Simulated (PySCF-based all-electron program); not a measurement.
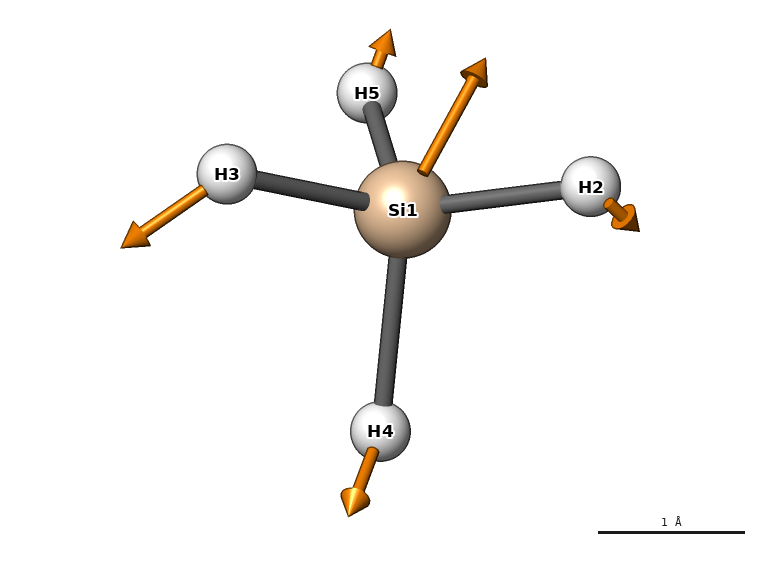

Arrows show the forces on the atoms, 0.6 Å of arrow for 1 eV/Å; forces under a tenth of the largest aren't drawn. The species has charge +1 and is a spin doublet. Level of theory: PBE, all-electron, scalar-relativistic (spin-free Dirac), large uncontracted Gaussian sets (PySCF-based all-electron program).

**On which atom is the force largest, and how large is it?**

On Si1: 1.61 eV/Å.

**Along which bond is the force strongest?**

Si1–H4, now 1.594 Å: the forces push its atoms apart, so a first step downhill lengthens it.

List the force components in the frame of the picture (x right, y up, z towards the viewer), in eV/Å.

```
atom     Fx     Fy     Fz
 Si1   0.73   1.33  −0.54
  H2   0.37  −0.34  −0.30
  H3  −0.97  −0.68   0.14
  H4  −0.29  −0.76   0.68
  H5   0.16   0.44   0.01
```
